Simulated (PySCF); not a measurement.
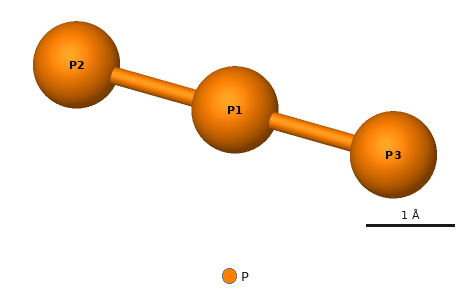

*The structure as given in the input (ball-and-stick view, seen at a tilt; atoms are numbered from 1 in the order of the input).*

Bond lengths as drawn: P–P 2.04 Å.

## Frequency calculation of P3

P3, multiplicity 4, computed with UKS-based PBE0, P def2-TZVP; non-relativistic Hamiltonian; density fitting (PySCF 2.14.0).

## The input
```python
from pyscf import gto, scf, dft
mol = gto.M(atom='''
P      0.000000     0.000000    -0.000000
P     -0.000000     0.000000     2.035142
P      0.000000     0.000000    -2.035142''',
    basis={'P': 'def2-TZVP'},
    charge=0, spin=3)
mf = dft.UKS(mol, xc='PBE0')
mf.grids.atom_grid = (75, 302)
aux = {'P': 'def2-universal-JKFIT'}
mf = mf.density_fit(auxbasis=aux)
mf.conv_tol = 1e-09
mf.diis_space = 10
mf.max_cycle = 60
mf.verbose = 4
mf.kernel()
```

The script is an equivalent of the set-up of the self-consistent field. The run itself was carried out by a driver, which started from the orbitals of the step before it where there was one and computed the further properties.

Run on 4 threads of Arm Neoverse V1, 24 GiB of memory available, shared host.

Command:
```bash
OMP_NUM_THREADS=4 python axn.py task.json out
```

## Output
```
init E= -1023.56333999915
  alpha nocc = 24  HOMO = -0.164601472110796  LUMO = -0.0612041566554761
  beta  nocc = 21  HOMO = -0.279915150427584  LUMO = -0.158832589290646
  HOMO = -0.164601472111  LUMO = -0.158832589291  gap/eV = 0.15698
cycle= 1 E= -1023.56333999902  delta_E= 1.32e-10  |g|= 1.48e-05  |ddm|= 2.1e-05
  alpha nocc = 24  HOMO = -0.164599134608096  LUMO = -0.0612024620531895
  beta  nocc = 21  HOMO = -0.279911541742862  LUMO = -0.158832225118776
  HOMO = -0.164599134608  LUMO = -0.158832225119  gap/eV = 0.15693
cycle= 2 E= -1023.56333999826  delta_E= 7.57e-10  |g|= 3.39e-05  |ddm|= 4.68e-05
  alpha nocc = 24  HOMO = -0.164600409481347  LUMO = -0.0612034190447034
  beta  nocc = 21  HOMO = -0.279913550287068  LUMO = -0.158832342816149
  HOMO = -0.164600409481  LUMO = -0.158832342816  gap/eV = 0.15696
cycle= 3 E= -1023.56333999918  delta_E= -9.17e-10  |g|= 3.96e-06  |ddm|= 3.37e-05
  alpha nocc = 24  HOMO = -0.16460062265233  LUMO = -0.0612035832315421
  beta  nocc = 21  HOMO = -0.279913895945626  LUMO = -0.158832343337986
  HOMO = -0.164600622652  LUMO = -0.158832343338  gap/eV = 0.15696
cycle= 4 E= -1023.56333999919  delta_E= -1.3e-11  |g|= 2.34e-07  |ddm|= 3.85e-06
  alpha nocc = 24  HOMO = -0.164600599612099  LUMO = -0.0612035805360383
  beta  nocc = 21  HOMO = -0.279913889925247  LUMO = -0.1588322828339
  HOMO = -0.164600599612  LUMO = -0.158832282834  gap/eV = 0.15696
Extra cycle  E= -1023.56333999919  delta_E=    0  |g|= 1.64e-07  |ddm|= 1.21e-06
converged SCF energy = -1023.56333999919  <S^2> = 3.8383  2S+1 = 4.043909
```

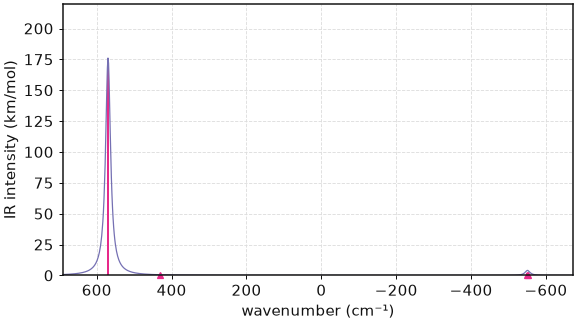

*Harmonic infrared spectrum, unscaled: sticks (degenerate modes added up, dark ones marked on the axis) with a Lorentzian envelope of 16 cm⁻¹ full width, scaled to the tallest stick; imaginary modes are drawn at negative wavenumbers.*

4 modes from 552i to 570 cm⁻¹, 2 imaginary beyond 8i (552i, 550i cm⁻¹): not a minimum. The strongest line is at 570 cm⁻¹ (176 km/mol). All modes, in cm⁻¹ (km/mol): 552i (2.1), 550i (2.1), 431 (0.0), 570 (176).

## Results in brief

| quantity | value |
| --- | --- |
| outcome | converged |
| total energy | −1023.563340 hartree |
| ⟨S²⟩ | 3.838 |
| zero-point energy | 0.002279 hartree |
| dipole moment | 0.00 D |
| wavenumbers, lowest and highest | 552i and 570 cm⁻¹ |
| wall time | 1.7 min (CPU time 5.2 min) |
| peak memory | 0.96 GiB |

## Remarks

Checks after the run noted: the SCF density has lower symmetry than the nuclear frame.
